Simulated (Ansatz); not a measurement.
```yaml
atoms:
  - { symbol: C, position_ang: [1.5505, 0.4077, -1.6505] }
  - { symbol: C, position_ang: [1.4994, -0.9162, -1.5088] }
  - { symbol: Al, position_ang: [1.9754, 2.2452, -2.1977] }
  - { symbol: Si, position_ang: [2.7750, -0.6201, -2.7944] }
  - { symbol: H, position_ang: [0.9245, -1.6039, -0.8928] }
```

Geometry: B3LYP/6-31G*.

Level of theory: isolated molecule in a Gaussian basis; Kohn-Sham density functional theory, functional PBE0 (Ansatz).

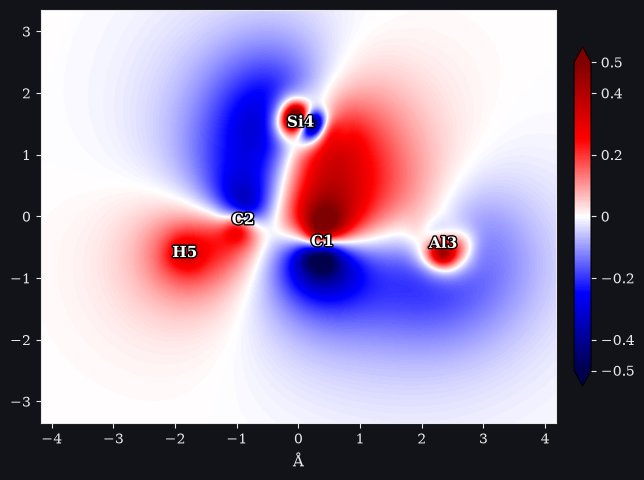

C2HAlSi (SMILES [Al][C]1=[Si]=C1). The HOMO−1 on the molecular plane (values in Å⁻³ᐟ²; the overall sign is arbitrary).

**Where does this orbital lie, and at what energy?**

Its weight (Hirshfeld) is mainly on Si4 (about 35 %), C1 (about 25 %), Al3 (about 25 %) and C2 (about 10 %); it is symmetric in the molecular plane (an in-plane orbital: σ, lone-pair or in-plane π type). Its energy is −6.53 eV.
